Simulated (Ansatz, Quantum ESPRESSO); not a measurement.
# Sr2C (Fm-3m): zone-centre phonons

Aim: the zone-centre modes of Sr2C (Fm-3m).

Method: DFT PBE, scalar-relativistic, plane waves, GBRV ultrasoft pseudopotentials, in Quantum ESPRESSO 7.5.

The structure was built from a prototype and need not be the compound's stable phase.

## 1. Starting point

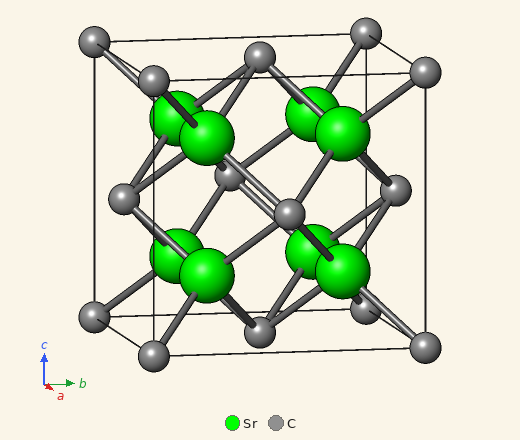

The starting structure, seen slightly off an axis (strontium green, carbon grey). This picture shows the conventional cell, with its axes. Some periodic images of atoms are drawn too.

As a file:

```cif
data_structure
_symmetry_space_group_name_H-M 'Fm-3m'
_symmetry_Int_Tables_number 225
_cell_length_a 7.2512
_cell_length_b 7.2512
_cell_length_c 7.2512
_cell_angle_alpha 90.000
_cell_angle_beta 90.000
_cell_angle_gamma 90.000
_cell_volume 381.27
loop_
_atom_site_label
_atom_site_type_symbol
_atom_site_symmetry_multiplicity
_atom_site_Wyckoff_symbol
_atom_site_fract_x
_atom_site_fract_y
_atom_site_fract_z
_atom_site_occupancy
Sr1 Sr 8 c 0.75000 0.25000 0.75000 1
C1 C 4 a 0.00000 0.00000 0.00000 1
```

## 2. A first look

A cheap run with smearing and empty bands tells whether the crystal has a gap, which decides between fixed occupations and smearing later on.

probe.in

```
 &control
    calculation='scf',
    prefix='x',
    outdir='./tmp',
    pseudo_dir='./pseudo',
    tprnfor=.true.,
    tstress=.true.,
    verbosity='high',
 /
 &system
    ibrav=0,
    nat=3,
    ntyp=2,
    ecutwfc=45.0,
    ecutrho=270.0,
    occupations='smearing',
    smearing='gaussian',
    degauss=0.01,
 /
 &electrons
    conv_thr=1.0d-07,
    mixing_beta=0.7,
    electron_maxstep=100,
 /
ATOMIC_SPECIES
 Sr     87.6200  Sr.upf
 C      12.0110  C.upf
CELL_PARAMETERS angstrom
    -3.625620000    0.000000000    3.625620000
     0.000000000    3.625620000    3.625620000
    -3.625620000    3.625620000    0.000000000
ATOMIC_POSITIONS crystal
 Sr     0.750000000   0.750000000   0.750000000
 Sr     0.250000000   0.250000000   0.250000000
 C      0.000000000   0.000000000   0.000000000
K_POINTS automatic
 4 4 4 0 0 0
```

Run with:

```console
$ OMP_NUM_THREADS=1 mpirun -n 2 pw.x -nk 2 -in probe.in > probe.out
```

Output:

```text
[banners, grids, parts of the stress and lines that vanish by symmetry left out]
Program PWSCF v.7.5
     Message from routine setup:
     using ibrav=0 with symmetry is DISCOURAGED, use correct ibrav instead
[...]
kinetic-energy cutoff     =      45.0000  Ry
     charge density cutoff     =     270.0000  Ry
     scf convergence threshold =      1.0E-07
[...]
Exchange-correlation= SLA  PW   PBE  PBE
                           (   1   4   3   4   0   0   0)
[...]
48 Sym. Ops., with inversion, found
[...]
(     0          1          0      )
                  (     0          0          1      )
[...]
(  0.0000000  1.0000000  0.0000000 )
                  ( -0.0000000 -0.0000000  1.0000000 )
[...]
(     1          0         -1      )
                  (     0          0         -1      )
[...]
(     0          1         -1      )
                  (     0          1          0      )
[...]
( -1.0000000  0.0000000  0.0000000 )
                  (  0.0000000  1.0000000 -0.0000000 )
[...]
number of k points=     8  Gaussian smearing, width (Ry)=  0.0100
[...]
End of self-consistent calculation
[...]
the Fermi energy is     6.2610 ev
!    total energy              =    -151.61960712 Ry
[...]
convergence has been achieved in  14 iterations
[...]
atom    1 type  1   force =    -0.00000000    0.00000000    0.00000000
     atom    2 type  1   force =     0.00000000   -0.00000000   -0.00000000
     atom    3 type  2   force =    -0.00000000   -0.00000000   -0.00000000
[...]
Total force =     0.000000     Total SCF correction =     0.000000
[...]
total   stress  (Ry/bohr**3)                   (kbar)     P=      -51.85
[...]
XML data file, charge density, pseudopotentials, collected wavefunctions

   JOB DONE.
```

Wall time 7.8 s (2 MPI ranks of Intel Xeon 6975P-C (Granite Rapids), shared host).

Read from the output:

* volume per atom: 31.77 Å³
* pressure: -5.185 GPa
* gap on the k-mesh: 0 eV

No gap opens on this mesh, so smearing is kept; the start stands at -5.2 GPa.

## 3. Relaxing the cell and atoms

The relaxation runs at a cutoff a fifth above that of the response, since stress converges more slowly with the basis than frequencies do. Forces and stress are brought to rest with tight thresholds.

relax.in

```
 &control
    calculation='vc-relax',
    prefix='x',
    outdir='./tmp',
    pseudo_dir='./pseudo',
    tprnfor=.true.,
    tstress=.true.,
    forc_conv_thr=2.0d-05,
    etot_conv_thr=1.0d-07,
    nstep=40,
 /
 &system
    ibrav=0,
    nat=3,
    ntyp=2,
    ecutwfc=54,
    ecutrho=324.0,
    occupations='smearing',
    smearing='mv',
    degauss=0.02,
 /
 &electrons
    conv_thr=1.0d-11,
    mixing_beta=0.7,
    electron_maxstep=100,
 /
 &ions
 /
 &cell
    press_conv_thr=0.2,
 /
ATOMIC_SPECIES
 Sr     87.6200  Sr.upf
 C      12.0110  C.upf
CELL_PARAMETERS angstrom
    -3.625620000    0.000000000    3.625620000
     0.000000000    3.625620000    3.625620000
    -3.625620000    3.625620000    0.000000000
ATOMIC_POSITIONS crystal
 Sr     0.750000000   0.750000000   0.750000000
 Sr     0.250000000   0.250000000   0.250000000
 C      0.000000000   0.000000000   0.000000000
K_POINTS automatic
 10 10 10 0 0 0
```

Run with:

```console
$ OMP_NUM_THREADS=1 mpirun -n 2 pw.x -nk 2 -in relax.in > relax.out
```

Output:

```text
[banners, grids, parts of the stress and lines that vanish by symmetry left out]
[banner, memory and clock lines left out]
Program PWSCF v.7.5

[...]
kinetic-energy cutoff     =      54.0000  Ry
     charge density cutoff     =     324.0000  Ry
     scf convergence threshold =      1.0E-11
[...]
energy convergence thresh.=      1.0E-07
     force convergence thresh. =      2.0E-05
     press convergence thresh. =      2.0E-01
     Exchange-correlation= SLA  PW   PBE  PBE
                           (   1   4   3   4   0   0   0)
[...]
48 Sym. Ops., with inversion, found
[...]
number of k points=    47  Marzari-Vanderbilt smearing, width (Ry)=  0.0200
[...]
End of self-consistent calculation
[...]
the Fermi energy is     6.2408 ev
!    total energy              =    -151.61644940 Ry
[...]
convergence has been achieved in  24 iterations
[...]
atom    1 type  1   force =     0.00000000   -0.00000000    0.00000000
     atom    2 type  1   force =    -0.00000000    0.00000000   -0.00000000
     atom    3 type  2   force =     0.00000000    0.00000000    0.00000000
     Total force =     0.000000     Total SCF correction =     0.000000
[...]
total   stress  (Ry/bohr**3)                   (kbar)     P=      -53.08
[...]
number of bfgs steps    =   0
[...]
CELL_PARAMETERS (angstrom)
[...]
ATOMIC_POSITIONS (crystal)
Sr               0.7500000000        0.7500000000        0.7500000000
Sr               0.2500000000        0.2500000000        0.2500000000
C               -0.0000000000        0.0000000000        0.0000000000
[...]
New effective cutoffs (rho, wfc):  329.71   54.99
[...]
End of self-consistent calculation
[...]
the Fermi energy is     6.4780 ev
!    total energy              =    -151.62243447 Ry
[...]
convergence has been achieved in   9 iterations
[...]
atom    1 type  1   force =    -0.00000000   -0.00000000   -0.00000000
     atom    2 type  1   force =    -0.00000000   -0.00000000    0.00000000
     atom    3 type  2   force =    -0.00000000    0.00000000   -0.00000000
     Total force =     0.000000     Total SCF correction =     0.000000
[...]
total   stress  (Ry/bohr**3)                   (kbar)     P=      -48.89
[...]
number of bfgs steps    =   1
[...]
WARNING: bfgs curvature condition failed, Theta= 0.884
[...]
CELL_PARAMETERS (angstrom)
[...]
ATOMIC_POSITIONS (crystal)
Sr               0.7500000000        0.7500000000        0.7500000000
[...]
New effective cutoffs (rho, wfc):  338.90   56.52
[...]
End of self-consistent calculation
[...]
the Fermi energy is     6.8497 ev
!    total energy              =    -151.63021532 Ry
[...]
convergence has been achieved in   9 iterations
[...]
atom    1 type  1   force =    -0.00000000    0.00000000   -0.00000000
     atom    2 type  1   force =     0.00000000   -0.00000000    0.00000000
     atom    3 type  2   force =     0.00000000   -0.00000000    0.00000000
     Total force =     0.000000     Total SCF correction =     0.000000
[...]
total   stress  (Ry/bohr**3)                   (kbar)     P=      -41.32
[...]
number of bfgs steps    =   2
[...]
CELL_PARAMETERS (angstrom)
[...]
ATOMIC_POSITIONS (crystal)
[...]
atom    2 type  1   force =    -0.00000000    0.00000000    0.00000000
[...]
Total force =     0.000000     Total SCF correction =     0.000000
[...]
total   stress  (Ry/bohr**3)                   (kbar)     P=        4.05
[...]
number of bfgs steps    =   4
[...]
CELL_PARAMETERS (angstrom)
[...]
ATOMIC_POSITIONS (crystal)
[...]
New effective cutoffs (rho, wfc):  373.96   62.37
[...]
the Fermi energy is     8.2798 ev
!    total energy              =    -151.64328360 Ry
[...]
convergence has been achieved in  11 iterations
[...]
Total force =     0.000000     Total SCF correction =     0.000000
[...]
total   stress  (Ry/bohr**3)                   (kbar)     P=       -0.44
[...]
number of bfgs steps    =   5
[...]
CELL_PARAMETERS (angstrom)
[...]
ATOMIC_POSITIONS (crystal)
[...]
New effective cutoffs (rho, wfc):  374.26   62.42
[...]
the Fermi energy is     8.2921 ev
!    total energy              =    -151.64328456 Ry
[...]
convergence has been achieved in   9 iterations
[...]
atom    2 type  1   force =     0.00000000   -0.00000000    0.00000000
     atom    3 type  2   force =    -0.00000000    0.00000000   -0.00000000
     Total force =     0.000000     Total SCF correction =     0.000000
[...]
total   stress  (Ry/bohr**3)                   (kbar)     P=       -0.01
[...]
number of bfgs steps    =   6
[...]
small trust_radius: resetting bfgs history
[...]
CELL_PARAMETERS (angstrom)
[...]
ATOMIC_POSITIONS (crystal)
[...]
New effective cutoffs (rho, wfc):  374.26   62.42
[...]
End of self-consistent calculation
[...]
the Fermi energy is     8.2921 ev
!    total energy              =    -151.64328456 Ry
[...]
convergence has been achieved in   3 iterations
[...]
atom    1 type  1   force =    -0.00000000   -0.00000000   -0.00000000
     atom    2 type  1   force =    -0.00000000   -0.00000000    0.00000000
     atom    3 type  2   force =    -0.00000000    0.00000000    0.00000000
     Total force =     0.000000     Total SCF correction =     0.000000
[...]
total   stress  (Ry/bohr**3)                   (kbar)     P=       -0.01
[...]
bfgs converged in   8 scf cycles and   7 bfgs steps
[...]
End of BFGS Geometry Optimization
     Final enthalpy           =    -151.6432845613 Ry
     File ./tmp/x.bfgs deleted, as requested
[...]
CELL_PARAMETERS (angstrom)
[...]
ATOMIC_POSITIONS (crystal)
[...]
Sr               0.2500000000        0.2500000000        0.2500000000
C                0.0000000000       -0.0000000000        0.0000000000
[...]
Final scf calculation at the relaxed structure.
[...]
kinetic-energy cutoff     =      54.0000  Ry
     charge density cutoff     =     324.0000  Ry
     scf convergence threshold =      1.0E-13
[...]
press convergence thresh. =      2.0E-01
     Exchange-correlation= SLA  PW   PBE  PBE
                           (   1   4   3   4   0   0   0)
[...]
48 Sym. Ops., with inversion, found
[...]
number of k points=    47  Marzari-Vanderbilt smearing, width (Ry)=  0.0200
[...]
End of self-consistent calculation
[...]
the Fermi energy is     8.2922 ev
!    total energy              =    -151.64324192 Ry
[...]
convergence has been achieved in  24 iterations
[...]
atom    1 type  1   force =    -0.00000000   -0.00000000   -0.00000000
     atom    2 type  1   force =     0.00000000    0.00000000    0.00000000
     atom    3 type  2   force =     0.00000000    0.00000000    0.00000000
     Total force =     0.000000     Total SCF correction =     0.000000
[...]
total   stress  (Ry/bohr**3)                   (kbar)     P=        0.14
[...]
XML data file, charge density, pseudopotentials, collected wavefunctions
```

It took 3.2 min on 2 MPI ranks.

The steps of the relaxation:

| step | energy less that of the first step (eV) | largest force (eV/Å) | pressure (GPa) | volume (Å³) |
| --- | --- | --- | --- | --- |
| 1 | 0.0000 | 0.0000 | -5.31 | 95.32 |
| 2 | -0.0814 | 0.0000 | -4.89 | 92.76 |
| 3 | -0.1873 | 0.0000 | -4.13 | 89.01 |
| 4 | -0.3039 | 0.0000 | -2.67 | 83.58 |
| 5 | -0.3641 | 0.0000 | 0.40 | 75.86 |
| 6 | -0.3651 | 0.0000 | -0.04 | 76.79 |
| 7 | -0.3651 | 0.0000 | 0.00 | 76.70 |
| 8 | -0.3651 | 0.0000 | 0.00 | 76.70 |
| 9 | -0.3645 | 0.0000 | 0.01 | 76.70 |

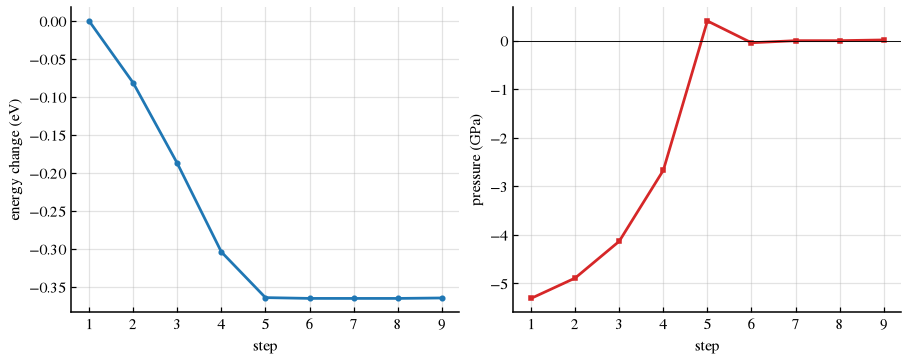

Energy and pressure along the relaxation.

| conventional cell, symmetrised | before | after | change |
| --- | --- | --- | --- |
| a (Å) | 7.251 | 6.745 | -7.0 % |
| b (Å) | 7.251 | 6.745 | -7.0 % |
| c (Å) | 7.251 | 6.745 | -7.0 % |
| volume (Å³/atom) | 31.77 | 25.57 | -19.5 % |

The relaxed structure:

```
Sr C
1.0
    -3.37228    0.00000    3.37228
     0.00000    3.37228    3.37228
    -3.37228    3.37228    0.00000
Sr C
2 1
Cartesian
  -5.0584 5.0584 5.0584
  -1.6861 1.6861 1.6861
  0.0000 0.0000 0.0000
```

The last row of the table of steps is pw.x's closing run on a basis chosen anew for the final cell, so its energy can jump.

This step gave:

```
volume per atom : 25.57 Å³
pressure        : 0.01400 GPa
```

The volume changes by -19.5 % from the cell with which this run began.

## 4. Self-consistent run for the response

The response is built on this ground state, so it is converged far tighter than an energy would need. Smearing stays on, as the first look found no gap above 0.3 eV.

scf.in

```
 &control
    calculation='scf',
    prefix='x',
    outdir='./tmp',
    pseudo_dir='./pseudo',
    tprnfor=.true.,
    tstress=.true.,
 /
 &system
    ibrav=0,
    nat=3,
    ntyp=2,
    ecutwfc=45.0,
    ecutrho=270.0,
    occupations='smearing',
    smearing='mv',
    degauss=0.02,
 /
 &electrons
    conv_thr=1.0d-12,
    mixing_beta=0.7,
    electron_maxstep=100,
 /
ATOMIC_SPECIES
 Sr     87.6200  Sr.upf
 C      12.0110  C.upf
CELL_PARAMETERS angstrom
    -3.372282000    0.000000000    3.372282000
     0.000000000    3.372282000    3.372282000
    -3.372282000    3.372282000    0.000000000
ATOMIC_POSITIONS crystal
 Sr     0.750000000   0.750000000   0.750000000
 Sr     0.250000000   0.250000000   0.250000000
 C      0.000000000   0.000000000   0.000000000
K_POINTS automatic
 10 10 10 0 0 0
```

Run with:

```console
$ OMP_NUM_THREADS=1 mpirun -n 2 pw.x -nk 2 -in scf.in > scf.out
```

Output:

```text
[banners, grids, parts of the stress and lines that vanish by symmetry left out]
[banner, memory and clock lines left out]
Program PWSCF v.7.5

[...]
kinetic-energy cutoff     =      45.0000  Ry
     charge density cutoff     =     270.0000  Ry
     scf convergence threshold =      1.0E-12
[...]
Exchange-correlation= SLA  PW   PBE  PBE
                           (   1   4   3   4   0   0   0)
[...]
48 Sym. Ops., with inversion, found
[...]
number of k points=    47  Marzari-Vanderbilt smearing, width (Ry)=  0.0200
[...]
End of self-consistent calculation
[...]
the Fermi energy is     8.2922 ev
!    total energy              =    -151.64312471 Ry
[...]
convergence has been achieved in  26 iterations
[...]
atom    1 type  1   force =    -0.00000000    0.00000000   -0.00000000
     atom    2 type  1   force =    -0.00000000    0.00000000   -0.00000000
     atom    3 type  2   force =    -0.00000000    0.00000000   -0.00000000
     Total force =     0.000000     Total SCF correction =     0.000000
[...]
total   stress  (Ry/bohr**3)                   (kbar)     P=       -0.13
[...]
XML data file, charge density, pseudopotentials, collected wavefunctions
```

It took 25 s on 2 MPI ranks; 50 s of CPU time.

Read from the output:

* pressure: -0.01300 GPa

The cell stands at -0.013 GPa, close enough for phonons.

(Part 1 of 3 ends here.)

[Host names and launcher messages were left out of these logs when they were recorded.]

[Logs are printed without paths, hosts, clocks, repeated set-up lines and the standing remarks that a program may print on its own settings, such as how far it seeks lower states.]

[Hosts, paths, dates, database ids (printed as entryN), source tags and the programs' standing remarks are cut or masked in the printed files.]
